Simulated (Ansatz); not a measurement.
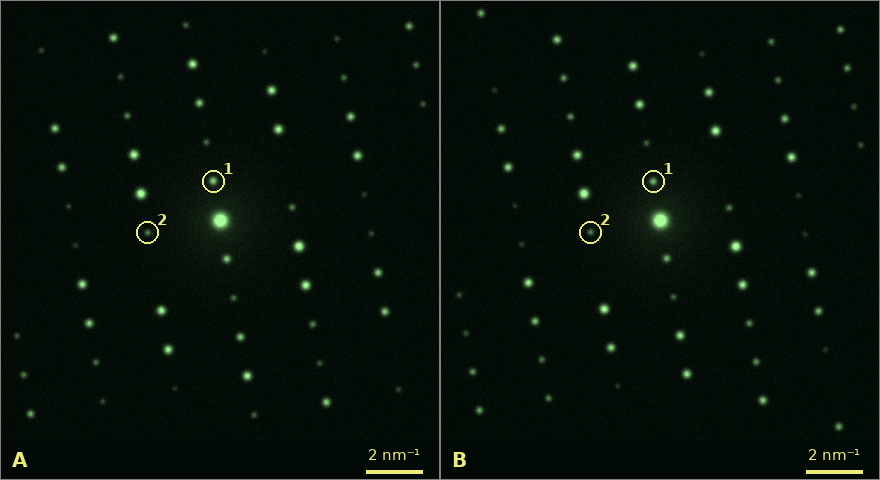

Kinematic electron diffraction patterns (300 kV, B = 0.5 Å², same scale) along [110] of the run's own cell, for the start and the end of one relaxation of Li3LaAg2 with Ansatz, DFT, PAW plane waves, pbe. k mesh 8×8×4. The start is a generated model structure, and the relaxation ends in the nearest stationary point of its symmetry, not necessarily the ground state. Spot 1 is 0 0 -1 and spot 2 is -1 1 0 in both.

Start structure:

```
CELL_PARAMETERS angstrom
4.39055 0.00000 0.00000
-2.19527 3.80233 0.00000
0.00000 0.00000 7.04495
ATOMIC_POSITIONS crystal
Li 0.33330 0.66670 0.64600
Li 0.66670 0.33330 0.35400
Li 0.00000 0.00000 0.50000
La 0.00000 0.00000 0.00000
Ag 0.33330 0.66670 0.25575
Ag 0.66670 0.33330 0.74425
```

> Which pattern belongs to the start structure, and which to the relaxed one?

A is the start: its cell gives d(1) = 7.045 Å, d(2) = 3.802 Å and an angle of 90.0°. B is the relaxed structure, with d(1) = 7.134 Å (+1.3 %), d(2) = 3.970 Å (+4.4 %) and 90.0°.

> Name reflections whose intensity changes strongly on relaxation.

0 0 3 goes from 21 to 37 % of the strongest spot.

> Summarise the relaxation behind the change.

The volume changed by +10.4 % to 21.63 Å³ an atom; with the mean shift removed, the atoms moved by up to 0.12 Å relative to the cell (Ag most); the space group stayed P-3m1 (No. 164); the free energy fell by 37 meV an atom. Relaxed cell: a = 4.584 Å, b = 4.584 Å, c = 7.134 Å, α = 90.00°, β = 90.00°, γ = 120.00°.
